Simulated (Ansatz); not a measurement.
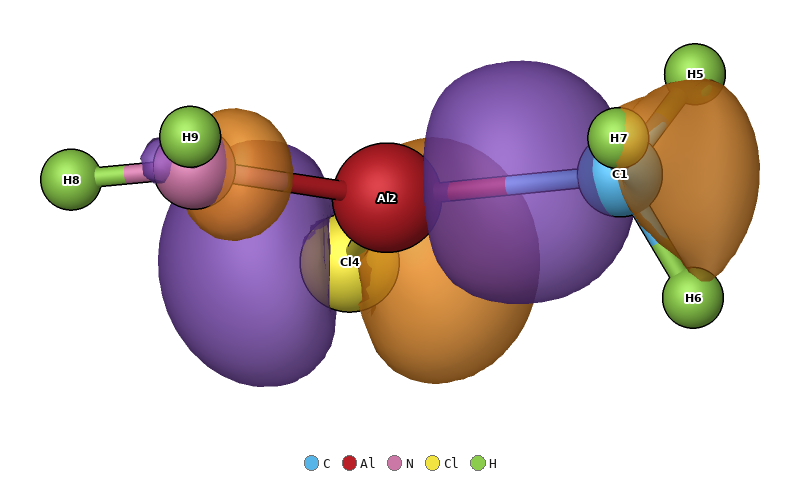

Figure. CH5AlClN (SMILES [CH3][Al]([NH2])[Cl]). The HOMO−1 at ±0.15 Å⁻³ᐟ² (orange and purple are the two phases), seen from one side.

All numbers below come from Ansatz 0.2.0, RKS PBE/def2-SVP.

```xyz
9

C    -0.2343    1.3910   -0.5651
Al   -0.2747   -0.5024   -0.0885
N    -1.7763   -1.4167    0.1862
Cl    1.5303   -1.6107    0.1403
H     0.2993    1.5441   -1.5268
H     0.3144    1.9778    0.2015
H    -1.2503    1.8249   -0.6645
H    -1.8200   -2.4070    0.4368
H    -2.7200   -1.0300    0.1164
```

Question: Where does this orbital lie, and at what energy?

Answer: Its weight (Hirshfeld) is mainly on Cl4 (about 55 %), C1 (about 25 %) and Al2 (about 10 %). Its energy is −6.91 eV.
